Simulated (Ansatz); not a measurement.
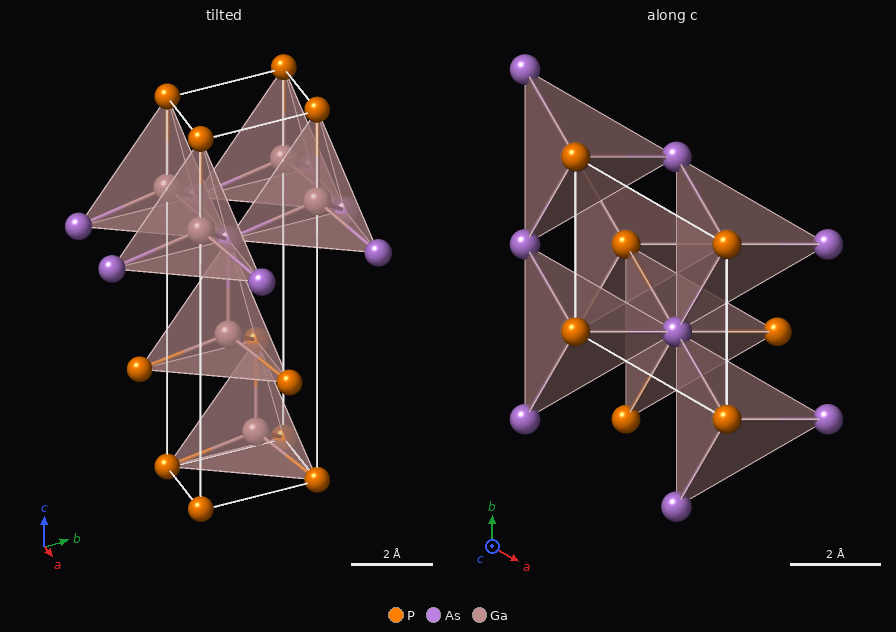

Structure drawing (polyhedral), viewed slightly off an axis and along the c axis. The frame is the conventional unit cell; atoms at its boundary are shown with their periodic copies. Some atoms of the next cells are drawn as well.

Ga₃AsP₂, space group P3m1 (No. 156), a = 3.906 Å, b = 3.906 Å, c = 9.562 Å, α = 90.00°, β = 90.00°, γ = 120.00°. Starting structure: a structure type filled with these elements by a generator (whether the compound takes this form wasn't checked). Earlier steps of the study may have refined or changed the cell and positions. It was the input of a calculation with Ansatz.

This one geometry was computed with Ansatz (DFT, plane waves, PAW) at five levels of theory: PBE, PBE with spin-orbit coupling, r2SCAN, PBE0 and HSE06. It was relaxed beforehand with r2SCAN.

Which level gives the highest pressure at this volume, and what does that say about its equilibrium volume?

Answer. Highest: PBE (2.6 GPa) and PBE with spin-orbit coupling (2.6 GPa), which points to the largest equilibrium volume. Lowest, with the smallest volume: r2SCAN (0.0 GPa) and PBE0 (0.4 GPa). Levels within 0.5 GPa of each other can't be told apart.

How does the band gap change with the level of theory?

Answer. PBE with spin-orbit coupling: a gap of 1.14 eV, direct; PBE: a gap of 1.22 eV, direct; r2SCAN: a gap of 1.63 eV, indirect; HSE06: a gap of 2.06 eV, indirect; PBE0: a gap of 2.70 eV, indirect.

Collect the results in a table.

Answer.
| level | cutoff (eV) | k-mesh of the run's cell | gap (eV) | pressure (GPa) |
| --- | --- | --- | --- | --- |
| PBE | 420 | 12×12×4 | 1.22 | 2.6 |
| PBE with spin-orbit coupling | 420 | 12×12×4 | 1.14 | 2.6 |
| r2SCAN | 500 | 12×12×4 | 1.63 | 0.0 |
| PBE0 | 420 | 6×6×2 | 2.70 | 0.4 |
| HSE06 | 420 | 6×6×2 | 2.06 | 0.6 |

Gaps are taken on the k-mesh or band path of each run.
